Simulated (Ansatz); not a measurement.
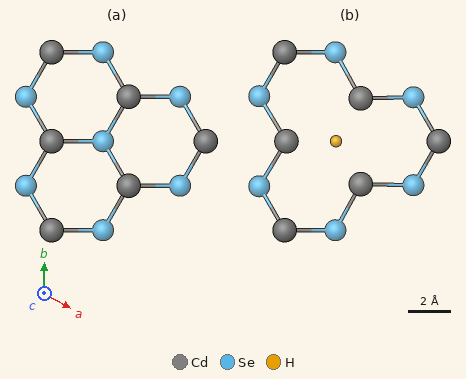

Left: perfect CdSe. Right: the same region with one point defect, after relaxing the atoms in a supercell of 32 sites. A ball-and-stick model of the atoms within 6.0 Å of one point, in a slice 3.4 Å thick across the line of sight, seen along the c axis.

Computed with DFT, PBE, plane-wave PAW, default files, scalar-relativistic in Ansatz 0.2.0. Settings: plane-wave cutoff 420 eV; k-point mesh 3 × 3 × 2; occupations fermi dirac; smearing width 0.01 eV; no spin polarisation. A uniform background neutralises the charged cell. The axes drawn are those of the host's conventional cell.

Which defect is it?

Answer. A selenium atom is replaced by hydrogen.

The charge state of the cell is +1.

How does the lattice respond?

Answer. In the host the Se atom has 4 Cd at 2.61 to 2.70 Å; the H atom ends with 4 Cd at 2.50 to 2.61 Å. Of the host's atoms, a selenium atom moves furthest from its site, by 0.16 Å. The H atom itself moves 0.06 Å from where it was put. Relaxing the atoms from the host's sites lowers the energy by 0.28 eV.

Limits of the set-up: the cell is charged, on a uniform background, and energies carry no finite-size correction.
